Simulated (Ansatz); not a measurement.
**GeW3, from a guessed structure to a relaxed one**

Starting from a made-up structure for GeW3, the aim is the relaxed cell, its shortest contacts and, where a second run follows, its electronic structure.

Program: Ansatz 0.2.0. Level of theory: DFT, PBE, plane-wave PAW, files of the set soft_1, scalar-relativistic, no spin, cell and ions relaxed at zero pressure; PAW set soft_1. Results are calculated unless marked as measured.

### 1. Set-up

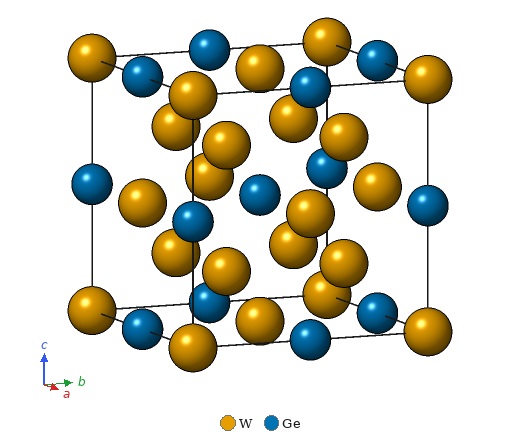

The starting structure, seen slightly off an axis (tungsten orange, germanium blue). This picture shows the conventional cell, with its axes. Some periodic images of atoms are drawn too.

### 2. Relaxation of the guess

The guess takes its coordinates from another compound and its volume from a rule, so the cell and any free coordinates are relaxed together.

File input.yaml:

```yaml
crystal:
  lattice:
    - [0.0, 3.4085, 3.4085]
    - [3.4085, 0.0, 3.4085]
    - [3.4085, 3.4085, 0.0]
  atoms:
    - { symbol: W, position: [0.0, 0.0, 0.0] }
    - { symbol: W, position: [0.25, 0.25, 0.25] }
    - { symbol: W, position: [0.75, 0.75, 0.75] }
    - { symbol: Ge, position: [0.5, 0.5, 0.5] }
kpoints:
  mp_grid: { grid: [7, 7, 7] }
scf:
  occupations: { method: fermi_dirac, width: 0.05 }
hamiltonian:
  xc: pbe
  pseudopotentials: { kind: paw, azcp: { folder: soft_1 } }
relax:
  f_tol: 0.015
  max_steps: 70
  cell: {}
output:
  forces: true
  stress: true
```

The run is started by

```bash
$ ansatz run input.yaml --threads 4 --pin off --max-ram 10240MiB --backend cpu --events-out ev --progress --plain --runs-dir out
```

Numbers of over 12 decimals in the logs are rounded to 6 here.

The log of the run:

```text
Engine: ansatz 0.2.0, x86_64-unknown-linux-gnu
Pseudopotentials: kind: paw
Pseudopotential: W, paw, valence charge 14, recommended cutoff 420 eV (normal), soft_1/W.paw.azcp
Pseudopotential: Ge, paw, valence charge 14, recommended cutoff 420 eV (normal), soft_1/Ge.paw.azcp
Functional definition: PBE
  parameter kappa = 0.804
  parameter beta = 0.066725
  exchange = pbe_x(kappa = kappa, mu = beta*pi^2/3)
  correlation = pbe_c(beta = beta)
Crystal: 4 atoms, lattice volume = 79.199 Å³
Basis set: ecut = 420 eV, 1471 PW (Γ), exchange–correlation on 72×72×72 points (8 copies of the dense FFT grid, shifted against one another)
Bands: 34, of which v1, the nominal top of the filled ones, is band 28 counted from 1 (27 counted from 0)
Symmetry: 48 space group operations
Space group: Fm-3m (ITA 225), of the structure as read, at distance tolerance 4.3e-5 Å
k-points: 20 of 343
Non-local potential: W, projectors of the file, l = 0: 3, l = 1: 2, l = 2: 2, l = 3: 1
Non-local potential: Ge, projectors of the file, l = 0: 2, l = 1: 2, l = 2: 3, l = 3: 1
PAW form: soft (Blöchl's): semilocal exchange-correlation on the pseudo side does not see the compensation charge
PAW one-centre angular grid: W, 590 points (default); XC on 64 Gauss nodes
PAW one-centre angular grid: Ge, 590 points (default); XC on 64 Gauss nodes
Initial density: superposition of atomic densities (chi_scale 0.1, normalization cell, long waves kept (reshape's long-wave potential 0.00 eV rms))
Initial wavefunctions: pseudopotential atomic-orbital guess
Functional: x = pbe(κ = 0.804, μ = 0.219515), c = pbe(β = 0.066725)
SCF iter   1: F=—  HF=-35450.009437 eV  |F-HF|=—  |Δ(HF+E_count)|=         —  Δρ=5.91e-2  dr2=3.10e0  ethr=3.10e-3  ⟨swp⟩=5.7  Hψ=2257  notcnv=0
preconditioner: auto → Kerker (q_TF=auto, 2.575 Å⁻¹)  [metal: Δε(μ)=0.058 eV  Ē_g=4.795 eV  σ=0.050 eV  W_gap=0.28  n_scr=14 (ndim 8)  ℏωp=19.6 eV  f_vac=0.000  D(μ)=5.71/eV (n_scr^D=58)]
SCF iter   2: F=—  HF=-35449.384847 eV  |F-HF|=—  |Δ(HF+E_count)|=   6.25e-1  Δρ=3.43e-2  dr2=9.80e-1  ethr=3.10e-3  ⟨swp⟩=2.0  Hψ=985  notcnv=0  defer=2
SCF iter   3: F=—  HF=-35449.124144 eV  |F-HF|=—  |Δ(HF+E_count)|=   2.61e-1  Δρ=4.15e-3  dr2=6.21e-3  ethr=1.75e-3  ⟨swp⟩=3.0  Hψ=1260  notcnv=0  defer=2
SCF iter   4: F=—  HF=-35449.123052 eV  |F-HF|=—  |Δ(HF+E_count)|=   1.09e-3  Δρ=1.97e-3  dr2=2.08e-3  ethr=1.11e-5  ⟨swp⟩=2.2  Hψ=1241  notcnv=0  defer=2
SCF iter   5: F=—  HF=-35449.122601 eV  |F-HF|=—  |Δ(HF+E_count)|=   4.51e-4  Δρ=4.59e-4  dr2=1.67e-4  ethr=3.71e-6  ⟨swp⟩=2.0  Hψ=977  notcnv=0  defer=2
SCF iter   6: F=—  HF=-35449.122601 eV  |F-HF|=—  |Δ(HF+E_count)|=   5.53e-7  Δρ=1.20e-4  dr2=1.48e-5  ethr=2.98e-7  ⟨swp⟩=2.0  Hψ=1181  notcnv=0  defer=2
SCF iter   7: F=—  HF=-35449.122605 eV  |F-HF|=—  |Δ(HF+E_count)|=   3.35e-6  Δρ=1.99e-5  dr2=3.53e-7  ethr=2.63e-8  ⟨swp⟩=3.0  Hψ=1412  notcnv=0  defer=2
SCF iter   8: F=-35449.122605 eV  HF=-35449.122605 eV  |F-HF|=4.15e-10  |Δ(HF+E_count)|=   9.06e-8  Δρ=2.94e-6  dr2=4.88e-9  ethr=1.79e-10  ⟨swp⟩=4.0  Hψ=2101  notcnv=0
SCF 1 converged in 8 iterations: F = -35449.122605 eV  dr2 = 4.88e-9
  greatest PAW one-centre occupation: 0.999 electrons in one spin orbital (limit 2), on the W atom at site 0 (counted from 0), in its partial waves of l = 0
relax step   1: F+E_penalty+E_count = -35449.12260469 eV  Δ(F+E_penalty+E_count) = +0.000e0 eV  max|allowed force component| = 4.337e-18 eV/Å  Δτ_max = 0.0000 Å  P = -33.344 GPa  Ω = 79.199 Å³  (8 SCF iters, dr2 threshold 1.00e-7 eV, accepted)
Crystal: 4 atoms, lattice volume = 68.172 Å³
Basis set: ecut = 420 eV, 1363 PW (Γ), exchange–correlation on 72×72×72 points (8 copies of the dense FFT grid, shifted against one another)
Initial density: handed on by an earlier stage of this run
Initial wavefunctions: those handed on with the density
iter 1 solved again at ethr=3.08e-5 eV; its pass at ethr=3.10e-3 eV (dr2=1.72e-2 eV) is discarded
SCF iter   1: F=—  HF=-35450.920683 eV  |F-HF|=—  |Δ(HF+E_count)|=         —  Δρ=6.27e-3  dr2=1.71e-2  ethr=3.08e-5  ⟨swp⟩=1.4  Hψ=3286  notcnv=0
preconditioner: auto → Kerker (q_TF=auto, 2.640 Å⁻¹)  [metal: Δε(μ)=0.015 eV  Ē_g=11.952 eV  σ=0.050 eV  W_gap=0.08  n_scr=14 (ndim 8)  ℏωp=25.4 eV  f_vac=0.000  D(μ)=4.84/eV (n_scr^D=58)]
SCF iter   2: F=—  HF=-35450.921255 eV  |F-HF|=—  |Δ(HF+E_count)|=   5.71e-4  Δρ=3.67e-3  dr2=5.78e-3  ethr=3.05e-5  ⟨swp⟩=1.0  Hψ=680  notcnv=0
SCF iter   3: F=—  HF=-35450.921618 eV  |F-HF|=—  |Δ(HF+E_count)|=   3.63e-4  Δρ=3.18e-4  dr2=4.39e-5  ethr=1.03e-5  ⟨swp⟩=2.0  Hψ=851  notcnv=0
SCF iter   4: F=—  HF=-35450.921620 eV  |F-HF|=—  |Δ(HF+E_count)|=   2.02e-6  Δρ=7.62e-5  dr2=3.64e-6  ethr=7.84e-8  ⟨swp⟩=2.1  Hψ=1032  notcnv=0
iter 5 did not close the SCF: its close was put off for the readings that it lacked (scf_convergence_deferred on its scf_iter line)
SCF iter   5: F=-35450.921617 eV  HF=-35450.921617 eV  |F-HF|=2.35e-7  |Δ(HF+E_count)|=   3.26e-6  Δρ=2.37e-5  dr2=2.38e-7  ethr=6.51e-9  ⟨swp⟩=2.0  Hψ=989  notcnv=0
SCF iter   6: F=-35450.921617 eV  HF=-35450.921617 eV  |F-HF|=6.98e-10  |Δ(HF+E_count)|=   5.68e-8  Δρ=6.76e-6  dr2=2.04e-8  ethr=4.25e-10  ⟨swp⟩=2.0  Hψ=2285  notcnv=0
SCF 2 converged in 6 iterations: F = -35450.921617 eV  dr2 = 2.04e-8
relax step   2: F+E_penalty+E_count = -35450.92161669 eV  Δ(F+E_penalty+E_count) = -1.799e0 eV  max|allowed force component| = 3.701e-17 eV/Å  Δτ_max = 0.0000 Å  P = -15.584 GPa  Ω = 68.172 Å³  energy of the carried Pulay correction = +3.641e-3 eV  (6 SCF iters, dr2 threshold 4.00e-7 eV, accepted)
Crystal: 4 atoms, lattice volume = 60.775 Å³
Basis set: ecut = 420 eV, 1243 PW (Γ), exchange–correlation on 72×72×72 points (8 copies of the dense FFT grid, shifted against one another)
iter 1 solved again at ethr=2.57e-5 eV; its pass at ethr=3.10e-3 eV (dr2=1.44e-2 eV) is discarded
SCF iter   1: F=—  HF=-35451.102238 eV  |F-HF|=—  |Δ(HF+E_count)|=         —  Δρ=5.33e-3  dr2=1.40e-2  ethr=2.57e-5  ⟨swp⟩=1.4  Hψ=3267  notcnv=0
preconditioner: auto → Kerker (q_TF=auto, 2.691 Å⁻¹)  [metal: Δε(μ)=0.046 eV  Ē_g=12.505 eV  σ=0.050 eV  W_gap=0.22  n_scr=14 (ndim 8)  ℏωp=26.9 eV  f_vac=0.000  D(μ)=4.51/eV (n_scr^D=58)]
SCF iter   2: F=—  HF=-35451.102131 eV  |F-HF|=—  |Δ(HF+E_count)|=   1.07e-4  Δρ=3.14e-3  dr2=5.06e-3  ethr=2.51e-5  ⟨swp⟩=1.1  Hψ=683  notcnv=0
SCF iter   3: F=—  HF=-35451.101834 eV  |F-HF|=—  |Δ(HF+E_count)|=   2.97e-4  Δρ=2.56e-4  dr2=3.98e-5  ethr=9.04e-6  ⟨swp⟩=2.0  Hψ=884  notcnv=0
SCF iter   4: F=—  HF=-35451.101827 eV  |F-HF|=—  |Δ(HF+E_count)|=   6.53e-6  Δρ=3.76e-5  dr2=1.06e-6  ethr=7.10e-8  ⟨swp⟩=2.0  Hψ=979  notcnv=0
SCF iter   5: F=—  HF=-35451.101827 eV  |F-HF|=—  |Δ(HF+E_count)|=   4.48e-8  Δρ=1.68e-5  dr2=1.12e-7  ethr=1.89e-9  ⟨swp⟩=2.0  Hψ=999  notcnv=0
SCF iter   6: F=-35451.101827 eV  HF=-35451.101827 eV  |F-HF|=1.32e-9  |Δ(HF+E_count)|=   2.15e-7  Δρ=5.06e-6  dr2=7.06e-9  ethr=2.00e-10  ⟨swp⟩=3.4  Hψ=1838  notcnv=0
SCF 3 converged in 6 iterations: F = -35451.101827 eV  dr2 = 7.06e-9
relax step   3: F+E_penalty+E_count = -35451.10182724 eV  Δ(F+E_penalty+E_count) = -1.802e-1 eV  max|allowed force component| = 5.927e-17 eV/Å  Δτ_max = 0.0000 Å  P = +10.284 GPa  Ω = 60.775 Å³  energy of the carried Pulay correction = +6.406e-3 eV  (6 SCF iters, dr2 threshold 4.00e-7 eV, accepted)
Crystal: 4 atoms, lattice volume = 63.329 Å³
iter 1 solved again at ethr=7.45e-6 eV; its pass at ethr=3.10e-3 eV (dr2=4.17e-3 eV) is discarded
SCF iter   1: F=—  HF=-35451.177502 eV  |F-HF|=—  |Δ(HF+E_count)|=         —  Δρ=2.49e-3  dr2=4.09e-3  ethr=7.45e-6  ⟨swp⟩=1.1  Hψ=3144  notcnv=0
preconditioner: auto → Kerker (q_TF=auto, 2.673 Å⁻¹)  [metal: Δε(μ)=0.039 eV  Ē_g=12.347 eV  σ=0.050 eV  W_gap=0.19  n_scr=14 (ndim 8)  ℏωp=26.4 eV  f_vac=0.000  D(μ)=4.92/eV (n_scr^D=58)]
SCF iter   2: F=—  HF=-35451.177155 eV  |F-HF|=—  |Δ(HF+E_count)|=   3.48e-4  Δρ=1.44e-3  dr2=1.41e-3  ethr=7.31e-6  ⟨swp⟩=1.2  Hψ=687  notcnv=0
SCF iter   3: F=—  HF=-35451.176948 eV  |F-HF|=—  |Δ(HF+E_count)|=   2.07e-4  Δρ=1.36e-4  dr2=1.56e-5  ethr=2.52e-6  ⟨swp⟩=2.0  Hψ=891  notcnv=0
SCF iter   4: F=—  HF=-35451.176942 eV  |F-HF|=—  |Δ(HF+E_count)|=   5.37e-6  Δρ=3.93e-5  dr2=5.69e-7  ethr=2.78e-8  ⟨swp⟩=2.0  Hψ=999  notcnv=0
iter 5 did not close the SCF: its close was put off for the readings that it lacked (scf_convergence_deferred on its scf_iter line)
SCF iter   5: F=-35451.176940 eV  HF=-35451.176940 eV  |F-HF|=2.16e-8  |Δ(HF+E_count)|=   1.78e-6  Δρ=1.10e-5  dr2=7.26e-8  ethr=1.02e-9  ⟨swp⟩=2.0  Hψ=991  notcnv=0
SCF iter   6: F=-35451.176940 eV  HF=-35451.176940 eV  |F-HF|=1.24e-10  |Δ(HF+E_count)|=   1.38e-8  Δρ=2.36e-6  dr2=2.09e-9  ethr=1.30e-10  ⟨swp⟩=2.0  Hψ=1991  notcnv=0
SCF 4 converged in 6 iterations: F = -35451.176940 eV  dr2 = 2.09e-9
relax step   4: F+E_penalty+E_count = -35451.17694041 eV  Δ(F+E_penalty+E_count) = -7.511e-2 eV  max|allowed force component| = 2.255e-17 eV/Å  Δτ_max = 0.0000 Å  P = -0.319 GPa  Ω = 63.329 Å³  energy of the carried Pulay correction = +5.419e-3 eV  (6 SCF iters, dr2 threshold 4.00e-7 eV, accepted)
Crystal: 4 atoms, lattice volume = 63.245 Å³
iter 1 solved again at ethr=7.93e-9 eV; its pass at ethr=3.10e-3 eV (dr2=4.44e-6 eV) is discarded
SCF iter   1: F=—  HF=-35451.177058 eV  |F-HF|=—  |Δ(HF+E_count)|=         —  Δρ=7.73e-5  dr2=3.71e-6  ethr=7.93e-9  ⟨swp⟩=2.0  Hψ=3019  notcnv=0
preconditioner: auto → Kerker (q_TF=auto, 2.674 Å⁻¹)  [metal: Δε(μ)=0.039 eV  Ē_g=12.326 eV  σ=0.050 eV  W_gap=0.19  n_scr=14 (ndim 8)  ℏωp=26.4 eV  f_vac=0.000  D(μ)=4.90/eV (n_scr^D=58)]
SCF iter   2: F=—  HF=-35451.177057 eV  |F-HF|=—  |Δ(HF+E_count)|=   5.03e-7  Δρ=4.47e-5  dr2=1.26e-6  ethr=6.63e-9  ⟨swp⟩=1.2  Hψ=687  notcnv=0
iter 3 did not close the SCF: its close was put off for the readings that it lacked (scf_convergence_deferred on its scf_iter line)
SCF iter   3: F=-35451.177057 eV  HF=-35451.177057 eV  |F-HF|=1.82e-8  |Δ(HF+E_count)|=   1.75e-7  Δρ=4.51e-6  dr2=2.00e-8  ethr=2.24e-9  ⟨swp⟩=2.0  Hψ=890  notcnv=0
iter 4 did not close the SCF: its close was put off for the readings that it lacked (scf_convergence_deferred on its scf_iter line)
SCF iter   4: F=-35451.177057 eV  HF=-35451.177057 eV  |F-HF|=4.07e-9  |Δ(HF+E_count)|=   4.59e-9  Δρ=1.16e-6  dr2=5.10e-10  ethr=3.58e-11  ⟨swp⟩=2.0  Hψ=996  notcnv=0
iter 5 did not close the SCF: its close was put off for the readings that it lacked (scf_convergence_deferred on its scf_iter line)
SCF iter   5: F=-35451.177057 eV  HF=-35451.177057 eV  |F-HF|=1.46e-11  |Δ(HF+E_count)|=   1.95e-9  Δρ=4.23e-7  dr2=6.19e-11  ethr=1.00e-12  ⟨swp⟩=2.0  Hψ=966  notcnv=0
SCF iter   6: F=-35451.177057 eV  HF=-35451.177057 eV  |F-HF|=2.91e-11  |Δ(HF+E_count)|=  1.46e-11  Δρ=8.18e-8  dr2=3.14e-12  ethr=1.00e-12  ⟨swp⟩=1.0  Hψ=1440  notcnv=0
SCF 5 converged in 6 iterations: F = -35451.177057 eV  dr2 = 3.14e-12
relax step   5: F+E_penalty+E_count = -35451.17705699 eV  Δ(F+E_penalty+E_count) = -1.166e-4 eV  max|allowed force component| = 3.065e-17 eV/Å  Δτ_max = 0.0000 Å  P = -0.006 GPa  Ω = 63.245 Å³  energy of the carried Pulay correction = +5.451e-3 eV  (6 SCF iters, dr2 threshold 2.54e-7 eV, accepted)
Basis set: ecut = 420 eV, 1243 PW (Γ), exchange–correlation on 60×60×60 points (8 copies of the dense FFT grid, shifted against one another)
Initial wavefunctions: pseudopotential atomic-orbital guess (no wavefunctions were taken with the density)
iter 1 solved again at ethr=1.98e-8 eV; its pass at ethr=3.10e-3 eV (dr2=1.11e-5 eV) is discarded
SCF iter   1: F=—  HF=-35451.172704 eV  |F-HF|=—  |Δ(HF+E_count)|=         —  Δρ=3.18e-4  dr2=7.80e-6  ethr=1.98e-8  ⟨swp⟩=3.0  Hψ=4124  notcnv=0
preconditioner: auto → Kerker (q_TF=auto, 2.674 Å⁻¹)  [metal: Δε(μ)=0.039 eV  Ē_g=12.327 eV  σ=0.050 eV  W_gap=0.19  n_scr=14 (ndim 8)  ℏωp=26.4 eV  f_vac=0.000  D(μ)=4.90/eV (n_scr^D=58)]
SCF iter   2: F=—  HF=-35451.172715 eV  |F-HF|=—  |Δ(HF+E_count)|=   1.09e-5  Δρ=1.74e-4  dr2=2.87e-6  ethr=1.39e-8  ⟨swp⟩=2.0  Hψ=804  notcnv=0
SCF iter   3: F=—  HF=-35451.172719 eV  |F-HF|=—  |Δ(HF+E_count)|=   4.15e-6  Δρ=4.06e-5  dr2=1.58e-7  ethr=5.12e-9  ⟨swp⟩=2.8  Hψ=1316  notcnv=0
SCF iter   4: F=—  HF=-35451.172719 eV  |F-HF|=—  |Δ(HF+E_count)|=   8.35e-8  Δρ=6.73e-6  dr2=1.54e-8  ethr=2.83e-10  ⟨swp⟩=2.8  Hψ=1251  notcnv=0
SCF iter   5: F=—  HF=-35451.172719 eV  |F-HF|=—  |Δ(HF+E_count)|=  9.02e-10  Δρ=8.95e-7  dr2=3.51e-10  ethr=2.74e-11  ⟨swp⟩=2.0  Hψ=985  notcnv=0
SCF iter   6: F=-35451.172719 eV  HF=-35451.172719 eV  |F-HF|=7.28e-12  |Δ(HF+E_count)|=  5.82e-11  Δρ=1.20e-7  dr2=3.85e-12  ethr=1.00e-12  ⟨swp⟩=4.0  Hψ=2197  notcnv=0
SCF 6 converged in 6 iterations: F = -35451.172719 eV  dr2 = 3.85e-12
relax step   6: F+E_penalty+E_count = -35451.17271917 eV  Δ(F+E_penalty+E_count) = +4.338e-3 eV  max|allowed force component| = 2.313e-17 eV/Å  Δτ_max = 0.0000 Å  P = -0.028 GPa  Ω = 63.245 Å³  stress off target by 2.80e-2 GPa  SCF on the basis re-selected at this cell (its energy is not comparable with the rows above)  (6 SCF iters)
basis re-selected at this cell: Δ(F+E_penalty+E_count) = +4.338e-3 eV, ΔP = -0.022 GPa vs the last step (what re-selecting the basis moved, of the pressure what is left beyond the Pulay correction that the steps carried, after the strain that the cell walked since its last selection, with what the two solves' SCF thresholds leave and, on support functions, any second-order correction that the steps lacked; it is no measure of the basis error at this ecutwfc). The dense FFT grid was sized anew with the basis: this SCF ran on 30×30×30 points, the steps before it on 36×36×36, so part of this shift can come from that change (see relax.cell in the input reference). [rest of the remark cut]
SCF converged after 6 iterations
Free energy (F): -35451.172719 eV
Harris-Foulkes:  -35451.172719 eV  (|F-HF|=7.28e-12)
Internal energy: -35451.134566 eV  (E = F + TS)
E sigma→0 (E₀):  -35451.153643 eV
Entropy (-TS):   -0.038153 eV (-9.538 meV/atom)
Fermi energy:    20.360705 eV
--- Per-component energies (eV) ---
  E_band       = -322.967911
  E_kinetic    = 1360.927163
  E_local      = -3386.639303  (includes V_loc(G=0)·N_el)
  E_nonlocal   = 144.421424
  E_hartree    = 1550.364969
  E_xc         = -874.482053
  E_vxc        = -759.110666  (∫ρ·V_xc dr)
  E_paw        = -27749.681596  (= ΣΔE_a)
  E_vpaw       = -783.296880  (= ΣTr[D̂ρ^β])
  E_aug_tail   = 0.000461  (compensation charges beyond the density's cutoff)
  E_ewald      = -6496.045631
  E_smearing   = -0.038153  (= −TS)
  E_closure    = -0.000000  (closes the sum)
  Σ components = -35451.172719   (vs F -35451.172719, Δ=0.00e0)
--- Forces (eV/Å), atoms counted from 1 ---
  atom   1  W     -0.00000000     0.00000000    -0.00000000
  atom   2  W     -0.00000000    -0.00000000     0.00000000
  atom   3  W      0.00000000     0.00000000    -0.00000000
  atom   4  Ge     0.00000000    -0.00000000     0.00000000
  max |Σ_I F_I| component: 9.25e-18 eV/Å
--- Stress (GPa, compression-positive) ---
       -0.028049       0.000000       0.000000
        0.000000      -0.028049       0.000000
        0.000000       0.000000      -0.028049
  P = ⅓ Tr σ = -0.0280 GPa (-0.280 kbar)
--- Relaxed structure (5 steps of the walk, 5 accepted, 1 SCFs on fresh bases) ---
  F+E_penalty+E_count = -35451.17271917 eV   max|allowed force component| = 2.313e-17 eV/Å   (the final SCF, on the basis selected at the relaxed cell)
  cell:  # Å, volume = 63.2450 Å³
    - [0, 3.162268, 3.162268]
    - [3.162268, 0, 3.162268]
    - [3.162268, 3.162268, 0]
  atoms:
    - { symbol: W, position: [0, 0, 0] }
    - { symbol: W, position: [0.25, 0.25, 0.25] }
    - { symbol: W, position: [0.75, 0.75, 0.75] }
    - { symbol: Ge, position: [0.5, 0.5, 0.5] }
```

Wall time 4 s (4 threads of AMD EPYC 7B13 (Zen 3), shared host); peak memory 0.49 GiB; 13 s of CPU time.

Relaxation path:

| step | energy less that of the first step (eV) | largest force component (eV/Å) | pressure (GPa) | volume (Å³) |
| --- | --- | --- | --- | --- |
| 1 | 0.0000 | 0.0000 | -33.34 | 79.20 |
| 2 | -1.7990 | 0.0000 | -15.58 | 68.17 |
| 3 | -1.9792 | 0.0000 | 10.28 | 60.78 |
| 4 | -2.0543 | 0.0000 | -0.32 | 63.33 |
| 5 | -2.0545 | 0.0000 | -0.01 | 63.24 |
| 6* | -2.0501 | 0.0000 | -0.03 | 63.24 |

Relaxation steps marked * repeat the geometry before them on a plane-wave basis chosen anew for their cell, so energy and pressure can jump there.

Forces are held to the 48 operations that the run works with; a distortion that breaks them can't arise in this run.

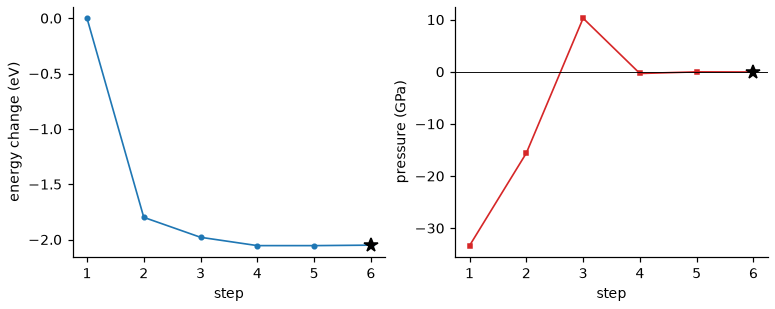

Energy and pressure along the relaxation. Stars mark steps on a basis chosen anew.

| conventional cell, symmetrised | before | after | change |
| --- | --- | --- | --- |
| a (Å) | 6.817 | 6.325 | -7.2 % |
| b (Å) | 6.817 | 6.325 | -7.2 % |
| c (Å) | 6.817 | 6.325 | -7.2 % |
| volume (Å³/atom) | 19.80 | 15.81 | -20.1 % |

The relaxed structure:

```
W Ge
1.0
     0.00000    3.16227    3.16227
     3.16227    0.00000    3.16227
     3.16227    3.16227    0.00000
W Ge
3 1
Direct
  0.00000 0.00000 0.00000
  0.25000 0.25000 0.25000
  0.75000 0.75000 0.75000
  0.50000 0.50000 0.50000
```

This step gave:

```yaml
free_energy: -35451.1727 eV
energy_at_zero_smearing: -35451.1536 eV
smearing_term_ts: 0.03815 eV
fermi_energy: 20.36 eV
electrons: 56
symmetry_operations: 48
pressure: -0.02805 GPa
```

Shortest distances by pair of elements, guess and relaxed (not always the same contact):

| pair | guess (Å) | relaxed (Å) |
| --- | --- | --- |
| Ge–W | 2.952 | 2.739 |
| W–W | 2.952 | 2.739 |
| Ge–Ge | 4.820 | 4.472 |

The relaxation ends with a pressure of -0.03 GPa.

### 3. Outcome

- space group, relaxed: Fm-3m
- conventional cell: a = 6.325, b = 6.325, c = 6.325 Å; α = 90.0°, β = 90.0°, γ = 90.0°
- volume per atom: 15.81 Å³ (guess 19.80)

GeW3 relaxes to Fm-3m with a = 6.325, b = 6.325 and c = 6.325 Å. The guessed volume was 25 % too large. The space group Fm-3m was held in the relaxation, so the end point is a stationary structure within it and may be a saddle against distortions or other arrangements. Mesh and cutoff weren't tested. Spin-orbit coupling is left out, which can matter for elements this heavy. No dispersion term is used, so weakly bound directions may come out too long. The runs have no spin, and magnetism wasn't tested. Nothing here tests whether the compound is stable against decomposition.

[Logs are printed without paths, hosts, clocks, repeated set-up lines and the standing remarks that a program may print on its own settings, such as how far it seeks lower states.]

[Hosts, paths, dates, database ids (printed as entryN), source tags and the programs' standing remarks are cut or masked in the printed files.]
